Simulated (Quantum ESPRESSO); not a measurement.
# Magnetic state of CrO2 from several starts

Does CrO2 prefer parallel or opposed moments, or none?

Method: LDA; plane waves with GBRV 1.5 LDA potentials, no spin-orbit coupling, in Quantum ESPRESSO 7.5.

## Step 1: Starting point

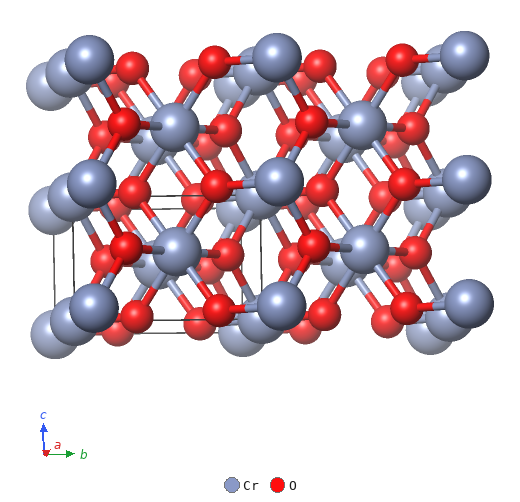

The cell as given, slightly off an axis (chromium light blue, oxygen red). 2×2×2 cells are drawn. Some periodic images of atoms are drawn too.

As a file:

```cif
data_structure
_symmetry_space_group_name_H-M 'P4_2/mnm'
_symmetry_Int_Tables_number 136
_cell_length_a 4.4210
_cell_length_b 4.4210
_cell_length_c 2.9170
_cell_angle_alpha 90.000
_cell_angle_beta 90.000
_cell_angle_gamma 90.000
_cell_volume 57.01
loop_
_atom_site_label
_atom_site_type_symbol
_atom_site_symmetry_multiplicity
_atom_site_Wyckoff_symbol
_atom_site_fract_x
_atom_site_fract_y
_atom_site_fract_z
_atom_site_occupancy
Cr1 Cr 2 a 0.00000 0.00000 0.00000 1
O1 O 4 f 0.30100 0.30100 0.00000 1
```

The cell comes from the Crystallography Open Database.

## Step 2: Start 1: ferro ++

The signs are those of the starting moments on the seeded atoms, the atoms that are given a moment.

The input, pw.in:

```
&CONTROL
  calculation = 'scf'
  prefix = 'pwscf'
  outdir = './tmp'
  pseudo_dir = './pseudo'
  disk_io = 'nowf'
/
&SYSTEM
  ibrav = 0
  celldm(1) = 8
  nat = 6
  ntyp = 2
  ecutwfc = 40
  ecutrho = 280
  nbnd = 39
  occupations = 'smearing'
  smearing = 'fd'
  degauss = 0.00367493
  nspin = 2
  starting_magnetization(1) = 0.2143
  starting_magnetization(2) = 0
/
&ELECTRONS
  conv_thr = 1.2d-08
  electron_maxstep = 150
  mixing_beta = 0.3
/
ATOMIC_SPECIES
Cr     51.9961 cr_lda_v1.5.uspp.F.UPF
O      15.9990 o_lda_v1.2.uspp.F.UPF
CELL_PARAMETERS alat
   1.0443098996213    0.0000000000000    0.0000000000000
   0.0000000000000    1.0443098996213    0.0000000000000
   0.0000000000000    0.0000000000000    0.6890413881917
ATOMIC_POSITIONS crystal
Cr      0.0000000000    0.0000000000    0.0000000000
Cr      0.5000000000    0.5000000000    0.5000000000
O       0.3010000000    0.3010000000    0.0000000000
O       0.1990000000    0.8010000000    0.5000000000
O       0.6990000000    0.6990000000    0.0000000000
O       0.8010000000    0.1990000000    0.5000000000
K_POINTS automatic
6 6 6 0 0 0
```

Launch:

```
$ OMP_NUM_THREADS=1 mpirun -n 4 pw.x -nk 4 -in pw.in > pw.out
```

Log:

```text
Program PWSCF v.7.5 starts

     Message from routine setup:
     using ibrav=0 with symmetry is DISCOURAGED, use correct ibrav instead

     K-points division:     npool     =       4
     Subspace diagonalization in iterative solution of the eigenvalue problem:

     G-vector sticks info
     --------------------
     sticks:   dense  smooth     PW     G-vecs:    dense   smooth      PW
     Sum        1565     885    285                30497    13155    2353

     Using Slab Decomposition

     bravais-lattice index     =            0
     lattice parameter (alat)  =       8.0000  a.u.
     unit-cell volume          =     384.7460 (a.u.)^3
     number of atoms/cell      =            6
     number of atomic types    =            2
     number of electrons       =        52.00
     number of Kohn-Sham states=           39
     kinetic-energy cutoff     =      40.0000  Ry
     charge density cutoff     =     280.0000  Ry
     scf convergence threshold =      1.2E-08
     mixing beta               =       0.3000
     number of iterations used =            8  plain     mixing
     Exchange-correlation= SLA  PZ   NOGX NOGC
                           (   1   1   0   0   0   0   0)

     celldm(1)=   8.000000  celldm(2)=   0.000000  celldm(3)=   0.000000
     celldm(4)=   0.000000  celldm(5)=   0.000000  celldm(6)=   0.000000

     crystal axes: (cart. coord. in units of alat)
               a(1) = (   1.044310   0.000000   0.000000 )
               a(2) = (   0.000000   1.044310   0.000000 )
               a(3) = (   0.000000   0.000000   0.689041 )

     reciprocal axes: (cart. coord. in units 2 pi/alat)
               b(1) = (  0.957570  0.000000  0.000000 )
               b(2) = (  0.000000  0.957570  0.000000 )
               b(3) = (  0.000000  0.000000  1.451292 )

     PseudoPot. # 1 for Cr read from file:
     cr_lda_v1.5.uspp.F.UPF
     Pseudo is Ultrasoft + core correction, Zval = 14.0
     Generated by new atomic code, or converted to UPF format
     Using radial grid of  857 points,  6 beta functions with:
                l(1) =   0
                l(2) =   0
                l(3) =   1
                l(4) =   1
                l(5) =   2
                l(6) =   2
     Q(r) pseudized with  8 coefficients,  rinner =    0.950   0.950   0.950
                                                       0.950   0.950

     PseudoPot. # 2 for O  read from file:
     o_lda_v1.2.uspp.F.UPF
     Pseudo is Ultrasoft + core correction, Zval =  6.0
     Generated by new atomic code, or converted to UPF format
     Using radial grid of  737 points,  5 beta functions with:
                l(1) =   0
                l(2) =   0
                l(3) =   1
                l(4) =   1
                l(5) =   2
     Q(r) pseudized with  8 coefficients,  rinner =    0.900   0.900   0.900
                                                       0.900   0.900

     atomic species   valence    mass     pseudopotential
     Cr               14.00    51.99610     Cr( 1.00)
     O                 6.00    15.99900     O ( 1.00)

     Starting magnetic structure
     atomic species   magnetization
     Cr              0.214
     O               0.000

     16 Sym. Ops., with inversion, found ( 8 have fractional translation)

   Cartesian axes

     site n.     atom                  positions (alat units)
         1        Cr     tau(   1) = (   0.0000000   0.0000000   0.0000000  )
         2        Cr     tau(   2) = (   0.5221549   0.5221549   0.3445207  )
         3        O      tau(   3) = (   0.3143373   0.3143373   0.0000000  )
         4        O      tau(   4) = (   0.2078177   0.8364922   0.3445207  )
         5        O      tau(   5) = (   0.7299726   0.7299726   0.0000000  )
         6        O      tau(   6) = (   0.8364922   0.2078177   0.3445207  )

     number of k points=    40  Fermi-Dirac smearing, width (Ry)=  0.0037
                       cart. coord. in units 2pi/alat
        k(    1) = (   0.0000000   0.0000000   0.0000000), wk =   0.0046296
        k(    2) = (   0.0000000   0.0000000   0.2418819), wk =   0.0092593
        k(    3) = (   0.0000000   0.0000000   0.4837639), wk =   0.0092593
        k(    4) = (   0.0000000   0.0000000  -0.7256458), wk =   0.0046296
        k(    5) = (   0.0000000   0.1595950   0.0000000), wk =   0.0185185
        [... 35 further k-points ...]

     Dense  grid:    30497 G-vectors     FFT dimensions: (  48,  48,  30)

     Smooth grid:    13155 G-vectors     FFT dimensions: (  36,  36,  24)

     Check: negative core charge=   -0.000008
     Generating pointlists ...
     new r_m :   0.1834 (alat units)  1.4670 (a.u.) for type    1
     new r_m :   0.1834 (alat units)  1.4670 (a.u.) for type    2

     Initial potential from superposition of free atoms

     starting charge      50.0000, renormalised to      52.0000

     negative rho (up, down):  1.643E-03 1.057E-03
     Starting wfcs are   36 randomized atomic wfcs +    3 random wfcs

     Self-consistent Calculation

     iteration #  1     ecut=    40.00 Ry     beta= 0.30
     Davidson diagonalization with overlap
     ethr =  1.00E-02,  avg # of iterations =  6.2

     negative rho (up, down):  1.414E-03 1.926E-03

     total energy              =    -479.58889050 Ry
     estimated scf accuracy    <       3.37672071 Ry

     total magnetization       =     4.00 Bohr mag/cell
     absolute magnetization    =     4.09 Bohr mag/cell

     iteration #  2     ecut=    40.00 Ry     beta= 0.30
     Davidson diagonalization with overlap
     ethr =  6.49E-03,  avg # of iterations =  1.6

     negative rho (up, down):  8.786E-04 2.063E-03

     total energy              =    -480.08563186 Ry
     estimated scf accuracy    <       1.56544155 Ry

     total magnetization       =     3.96 Bohr mag/cell
     absolute magnetization    =     4.55 Bohr mag/cell

     iteration #  3     ecut=    40.00 Ry     beta= 0.30
     Davidson diagonalization with overlap
     ethr =  3.01E-03,  avg # of iterations =  1.1

     negative rho (up, down):  0.000E+00 3.033E-03

     total energy              =    -480.31346212 Ry
     estimated scf accuracy    <       0.23380892 Ry

     total magnetization       =     4.00 Bohr mag/cell
     absolute magnetization    =     4.43 Bohr mag/cell

     [... further iterations left out ...]

     iteration #  9     ecut=    40.00 Ry     beta= 0.30
     Davidson diagonalization with overlap
     ethr =  9.45E-09,  avg # of iterations =  2.0

     negative rho (up, down):  0.000E+00 3.401E-03

     total energy              =    -480.38903828 Ry
     estimated scf accuracy    <       0.00000638 Ry

     total magnetization       =     4.00 Bohr mag/cell
     absolute magnetization    =     4.46 Bohr mag/cell

     iteration # 10     ecut=    40.00 Ry     beta= 0.30
     Davidson diagonalization with overlap
     ethr =  9.45E-09,  avg # of iterations =  1.5

     negative rho (up, down):  0.000E+00 3.400E-03

     total energy              =    -480.38903897 Ry
     estimated scf accuracy    <       0.00000017 Ry

     total magnetization       =     4.00 Bohr mag/cell
     absolute magnetization    =     4.45 Bohr mag/cell

     iteration # 11     ecut=    40.00 Ry     beta= 0.30
     Davidson diagonalization with overlap
     ethr =  3.35E-10,  avg # of iterations =  1.9

     negative rho (up, down):  0.000E+00 3.400E-03

     total energy              =    -480.38903903 Ry
     estimated scf accuracy    <       0.00000022 Ry

     total magnetization       =     4.00 Bohr mag/cell
     absolute magnetization    =     4.45 Bohr mag/cell

     iteration # 12     ecut=    40.00 Ry     beta= 0.30
     Davidson diagonalization with overlap
     ethr =  3.35E-10,  avg # of iterations =  1.3

     negative rho (up, down):  0.000E+00 3.400E-03

     Magnetic moment per site  (integrated on atomic sphere of radius R)
     atom   1 (R=0.183)  charge= 10.5352  magn=  1.6944
     atom   2 (R=0.183)  charge= 10.5352  magn=  1.6944
     atom   3 (R=0.183)  charge=  5.1886  magn= -0.0468
     atom   4 (R=0.183)  charge=  5.1886  magn= -0.0468
     atom   5 (R=0.183)  charge=  5.1886  magn= -0.0468
     atom   6 (R=0.183)  charge=  5.1886  magn= -0.0468

     End of self-consistent calculation

     [... lines left out ...]
     the Fermi energy is    10.5213 ev

!    total energy              =    -480.38903908 Ry
     estimated scf accuracy    <          3.0E-09 Ry
     smearing contrib. (-TS)   =      -0.00100150 Ry
     internal energy E=F+TS    =    -480.38803758 Ry

     The total energy is F=E-TS. E is the sum of the following terms:
     one-electron contribution =    -203.15232963 Ry
     hartree contribution      =     127.21509790 Ry
     xc contribution           =     -72.81445248 Ry
     ewald contribution        =    -331.63635336 Ry

     total magnetization       =     4.00 Bohr mag/cell
     absolute magnetization    =     4.45 Bohr mag/cell

     convergence has been achieved in  12 iterations

=------------------------------------------------------------------------------=
   JOB DONE.
=------------------------------------------------------------------------------=
```

It took 28 s on 4 MPI ranks of Arm Neoverse V1, shared host; peak memory 0.42 GiB.

Spin moment in the atom's sphere by atom:

```tsv
atom	spin moment in the atom's sphere (μB)
Cr1	1.69
Cr2	1.69
O3	-0.05
O4	-0.05
O5	-0.05
O6	-0.05
```

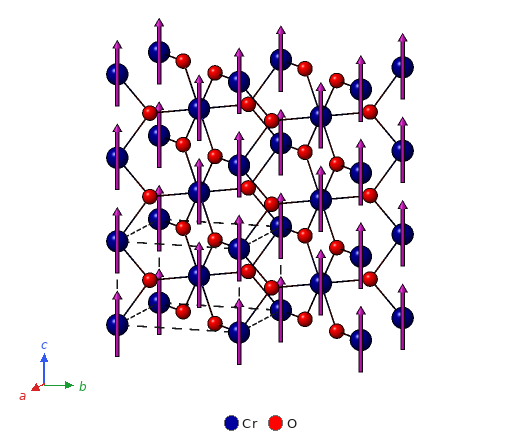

Spin moment in the atom's sphere as arrows, the longest 1.69 μB. Up and down stand for the sign. Arrows give size and sign along the axis of quantisation, drawn up and down the page. 1×2×3 cells are drawn. Some periodic images of atoms are drawn too.

Read from the output:

```
smearing term TS       : 0.01363 eV
magnetization          : 4 μB
absolute magnetization : 4.452 μB
final state            : ferromagnetic
```

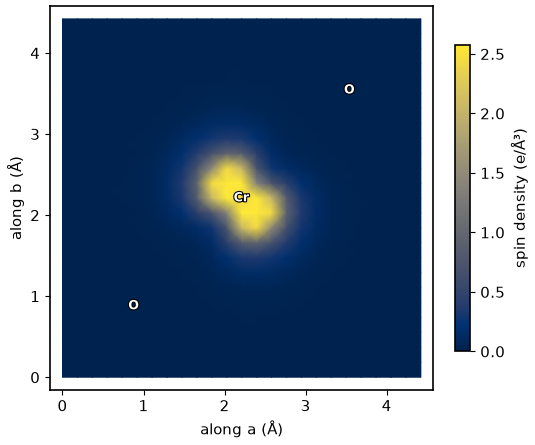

Spin density in the ab plane at fractional z = 0.000, with atoms of Cr and O within 0.2 Å of it. The map starts off the cell's origin, so that atoms lie inside it.

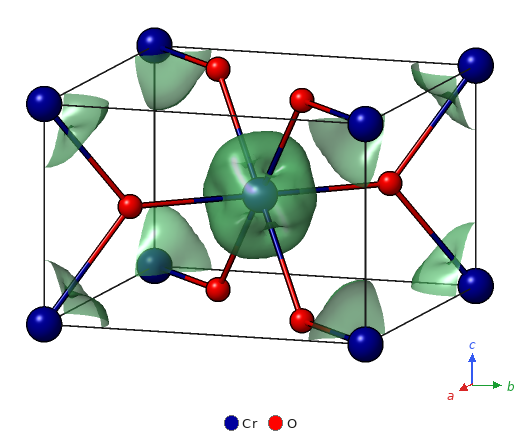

Surface of spin density = 0.26 e/Å³, which holds about 70 % of the integral of its size.

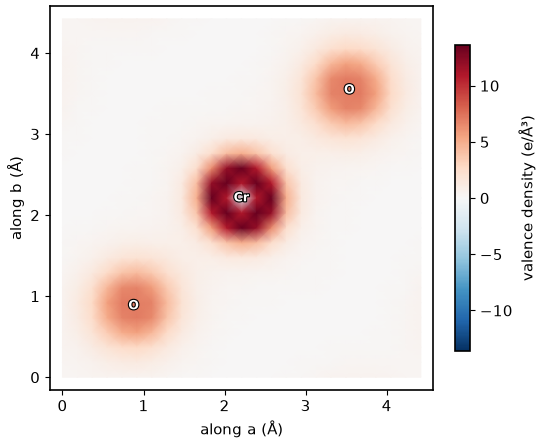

Valence density in the ab plane at fractional z = 0.000, with atoms of Cr and O within 0.2 Å of it. It is the smooth field of the valence electrons, not physical close to the nuclei. The map starts off the cell's origin, so that atoms lie inside it.

## Step 3: Run 2, typed as antiferro +−

pw.in, as its differences from that of step 2:

```diff
@@ -11,6 +11,6 @@
   nat = 6
-  ntyp = 2
+  ntyp = 3
   ecutwfc = 40
   ecutrho = 280
-  nbnd = 39
+  nbnd = 36
   occupations = 'smearing'
@@ -20,3 +20,4 @@
   starting_magnetization(1) = 0.2143
-  starting_magnetization(2) = 0
+  starting_magnetization(2) = -0.2143
+  starting_magnetization(3) = 0
 /
@@ -28,3 +29,4 @@
 ATOMIC_SPECIES
-Cr     51.9961 cr_lda_v1.5.uspp.F.UPF
+Cr1    51.9961 cr_lda_v1.5.uspp.F.UPF
+Cr2    51.9961 cr_lda_v1.5.uspp.F.UPF
 O      15.9990 o_lda_v1.2.uspp.F.UPF
@@ -35,4 +37,4 @@
 ATOMIC_POSITIONS crystal
-Cr      0.0000000000    0.0000000000    0.0000000000
-Cr      0.5000000000    0.5000000000    0.5000000000
+Cr1     0.0000000000    0.0000000000    0.0000000000
+Cr2     0.5000000000    0.5000000000    0.5000000000
 O       0.3010000000    0.3010000000    0.0000000000
```

Log:

```text
[banner, memory and clock lines left out]
Program PWSCF v.7.5 starts

     Message from routine setup:
     using ibrav=0 with symmetry is DISCOURAGED, use correct ibrav instead

     bravais-lattice index     =            0
     lattice parameter (alat)  =       8.0000  a.u.
     unit-cell volume          =     384.7460 (a.u.)^3
     number of atoms/cell      =            6
     number of atomic types    =            3
     number of electrons       =        52.00
     number of Kohn-Sham states=           36
     kinetic-energy cutoff     =      40.0000  Ry
     charge density cutoff     =     280.0000  Ry
     scf convergence threshold =      1.2E-08
     mixing beta               =       0.3000
     number of iterations used =            8  plain     mixing
     Exchange-correlation= SLA  PZ   NOGX NOGC
                           (   1   1   0   0   0   0   0)

     celldm(1)=   8.000000  celldm(2)=   0.000000  celldm(3)=   0.000000
     celldm(4)=   0.000000  celldm(5)=   0.000000  celldm(6)=   0.000000

     crystal axes: (cart. coord. in units of alat)
               a(1) = (   1.044310   0.000000   0.000000 )
               a(2) = (   0.000000   1.044310   0.000000 )
               a(3) = (   0.000000   0.000000   0.689041 )

     reciprocal axes: (cart. coord. in units 2 pi/alat)
               b(1) = (  0.957570  0.000000  0.000000 )
               b(2) = (  0.000000  0.957570  0.000000 )
               b(3) = (  0.000000  0.000000  1.451292 )

     PseudoPot. # 1 for Cr read from file:
     cr_lda_v1.5.uspp.F.UPF
     Pseudo is Ultrasoft + core correction, Zval = 14.0

     PseudoPot. # 2 for Cr read from file:
     cr_lda_v1.5.uspp.F.UPF
     Pseudo is Ultrasoft + core correction, Zval = 14.0

     PseudoPot. # 3 for O  read from file:
     o_lda_v1.2.uspp.F.UPF
     Pseudo is Ultrasoft + core correction, Zval =  6.0

     atomic species   valence    mass     pseudopotential
     Cr1              14.00    51.99610     Cr( 1.00)
     Cr2              14.00    51.99610     Cr( 1.00)
     O                 6.00    15.99900     O ( 1.00)

     Starting magnetic structure
     atomic species   magnetization
     Cr1             0.214
     Cr2            -0.214
     O               0.000

      8 Sym. Ops., with inversion, found

   Cartesian axes

     site n.     atom                  positions (alat units)
         1        Cr1    tau(   1) = (   0.0000000   0.0000000   0.0000000  )
         2        Cr2    tau(   2) = (   0.5221549   0.5221549   0.3445207  )
         3        O      tau(   3) = (   0.3143373   0.3143373   0.0000000  )
         4        O      tau(   4) = (   0.2078177   0.8364922   0.3445207  )
         5        O      tau(   5) = (   0.7299726   0.7299726   0.0000000  )
         6        O      tau(   6) = (   0.8364922   0.2078177   0.3445207  )

     number of k points=    52  Fermi-Dirac smearing, width (Ry)=  0.0037
                       cart. coord. in units 2pi/alat
        k(    1) = (   0.0000000   0.0000000   0.0000000), wk =   0.0046296
        k(    2) = (   0.0000000   0.0000000   0.2418819), wk =   0.0092593
        k(    3) = (   0.0000000   0.0000000   0.4837639), wk =   0.0092593
        k(    4) = (   0.0000000   0.0000000  -0.7256458), wk =   0.0046296
        k(    5) = (   0.0000000   0.1595950   0.0000000), wk =   0.0185185
        [... 47 further k-points ...]

     Dense  grid:    30497 G-vectors     FFT dimensions: (  45,  45,  30)

     Smooth grid:    13155 G-vectors     FFT dimensions: (  36,  36,  24)

     Check: negative core charge=   -0.000008
     Generating pointlists ...
     new r_m :   0.1834 (alat units)  1.4670 (a.u.) for type    1
     new r_m :   0.1834 (alat units)  1.4670 (a.u.) for type    2
     new r_m :   0.1834 (alat units)  1.4670 (a.u.) for type    3

     Initial potential from superposition of free atoms

     starting charge      50.0000, renormalised to      52.0000

     negative rho (up, down):  9.347E-04 6.011E-04
     Starting wfcs are   36 randomized atomic wfcs

     Self-consistent Calculation

     iteration #  1     ecut=    40.00 Ry     beta= 0.30
     Davidson diagonalization with overlap
     ethr =  1.00E-02,  avg # of iterations =  5.2

     negative rho (up, down):  1.008E-03 1.075E-03

     total energy              =    -479.54257180 Ry
     estimated scf accuracy    <       3.44118622 Ry

     total magnetization       =    -0.00 Bohr mag/cell
     absolute magnetization    =     3.67 Bohr mag/cell

     iteration #  2     ecut=    40.00 Ry     beta= 0.30
     Davidson diagonalization with overlap
     ethr =  6.62E-03,  avg # of iterations =  2.0

     negative rho (up, down):  8.156E-04 1.133E-03

     total energy              =    -479.98680945 Ry
     estimated scf accuracy    <       2.01860531 Ry

     total magnetization       =     0.00 Bohr mag/cell
     absolute magnetization    =     4.23 Bohr mag/cell

     [... further iterations left out ...]

     iteration # 14     ecut=    40.00 Ry     beta= 0.30
     Davidson diagonalization with overlap
     ethr =  3.61E-10,  avg # of iterations =  2.0

     negative rho (up, down):  2.231E-03 1.757E-03

     total energy              =    -480.36827861 Ry
     estimated scf accuracy    <       0.00000001 Ry

     total magnetization       =    -0.00 Bohr mag/cell
     absolute magnetization    =     3.61 Bohr mag/cell

     iteration # 15     ecut=    40.00 Ry     beta= 0.30
     Davidson diagonalization with overlap
     ethr =  2.82E-11,  avg # of iterations =  2.0

     negative rho (up, down):  2.231E-03 1.757E-03

     Magnetic moment per site  (integrated on atomic sphere of radius R)
     atom   1 (R=0.183)  charge= 10.5362  magn=  1.4118
     atom   2 (R=0.183)  charge= 10.5385  magn= -1.4123
     atom   3 (R=0.183)  charge=  5.1848  magn=  0.0118
     atom   4 (R=0.183)  charge=  5.1834  magn= -0.0118
     atom   5 (R=0.183)  charge=  5.1848  magn=  0.0118
     atom   6 (R=0.183)  charge=  5.1834  magn= -0.0118

     End of self-consistent calculation

     Number of k-points >= 100: set verbosity='high' to print the bands.

     the Fermi energy is    10.3837 ev

!    total energy              =    -480.36827862 Ry
     estimated scf accuracy    <          2.7E-09 Ry
     smearing contrib. (-TS)   =      -0.00277700 Ry
     internal energy E=F+TS    =    -480.36550162 Ry

     The total energy is F=E-TS. E is the sum of the following terms:
     one-electron contribution =    -203.15272884 Ry
     hartree contribution      =     127.17668386 Ry
     xc contribution           =     -72.75310328 Ry
     ewald contribution        =    -331.63635336 Ry

     total magnetization       =    -0.00 Bohr mag/cell
     absolute magnetization    =     3.61 Bohr mag/cell

     convergence has been achieved in  15 iterations
```

It took 40 s on 4 MPI ranks; peak memory 0.45 GiB.

Spin moment in the atom's sphere by atom:

```tsv
atom	spin moment in the atom's sphere (μB)
Cr1	1.41
Cr2	-1.41
O3	0.01
O4	-0.01
O5	0.01
O6	-0.01
```

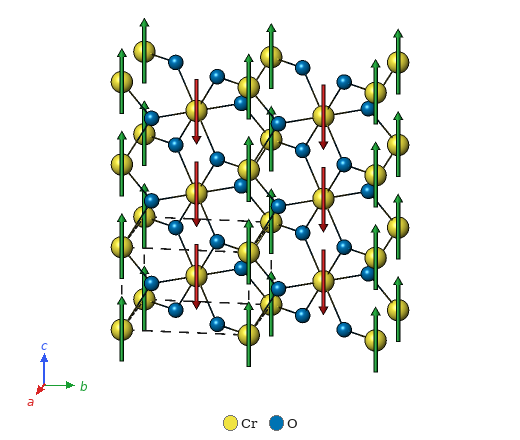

Spin moment in the atom's sphere as arrows, the longest 1.41 μB. Up and down stand for the sign. Arrows give size and sign along the axis of quantisation, drawn up and down the page. The two directions have two colours. 1×2×3 cells are drawn. Some periodic images of atoms are drawn too.

Numbers from this step:

- smearing term TS: 0.03778 eV
- magnetization: 0 μB
- absolute magnetization: 3.611 μB
- final state: antiferromagnetic

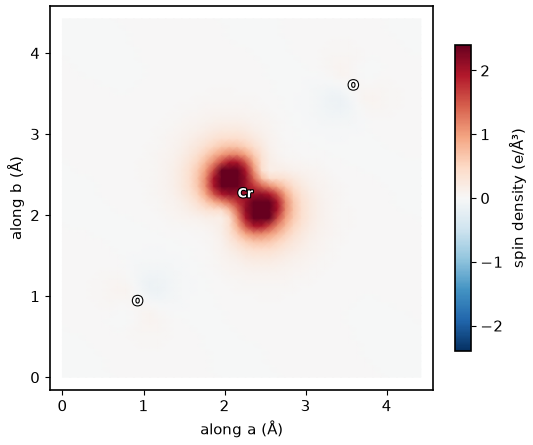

Spin density in the ab plane at fractional z = 0.000, with atoms of Cr and O within 0.2 Å of it. The map starts off the cell's origin, so that atoms lie inside it.

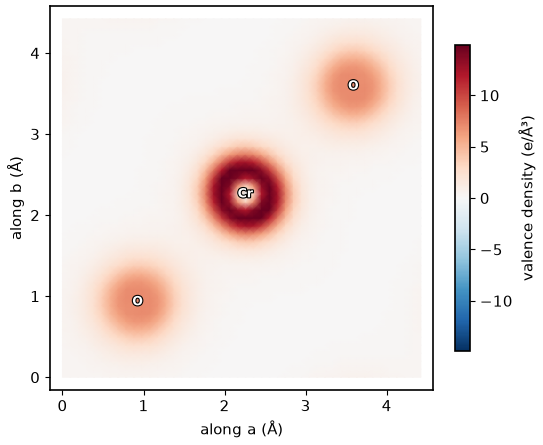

Valence density in the ab plane at fractional z = 0.000, with atoms of Cr and O within 0.2 Å of it. It is the smooth field of the valence electrons, not physical close to the nuclei. The map starts off the cell's origin, so that atoms lie inside it.

(Part 1 of 2 ends here.)

[Logs and program files are shortened in this print: banners, set-up blocks, solver, clock and traceback lines can be left out without a mark of their own.]

[Logs are printed without paths, hosts, clocks, repeated set-up lines and the standing remarks that a program may print on its own settings, such as how far it seeks lower states.]

[Hosts, paths, dates, database ids (printed as entryN), source tags and the programs' standing remarks are cut or masked in the printed files.]

[Where a cell is said to come from a database of computed structures, the database is the Materials Project.]
